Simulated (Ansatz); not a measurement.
Base system: Pb in the fcc (Cu type) structure (space group Fm-3m, No. 225; a = 5.034 Å).

Structures relaxed with plane-wave PAW DFT at the PBE level (Ansatz, a program for electronic structure, 420 eV), no spin-orbit coupling.

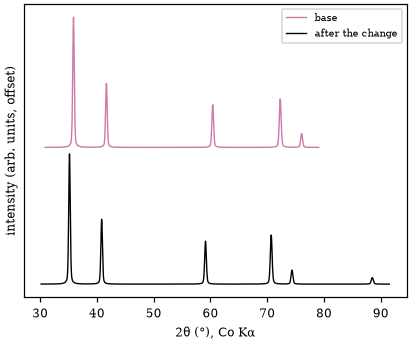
Fig. 1. Simulated powder patterns before (top) and after one change

### Question
What was done to the base?
A) pressure −2 GPa
B) pressure 2.1 GPa
C) pressure 22.5 GPa
D) pressure 15 GPa

### Answer
A, pressure −2 GPa. Its volume per atom is 33.78 Å³ against 31.89 Å³, and its space group is Fm-3m (No. 225).

Load acts through the strain it causes; cell and atoms are relaxed under it. No phonon test of stability was made. Measured, Pb leaves this structure (for hcp) near 14 GPa (room temperature; as listed in arXiv:1906.07825).
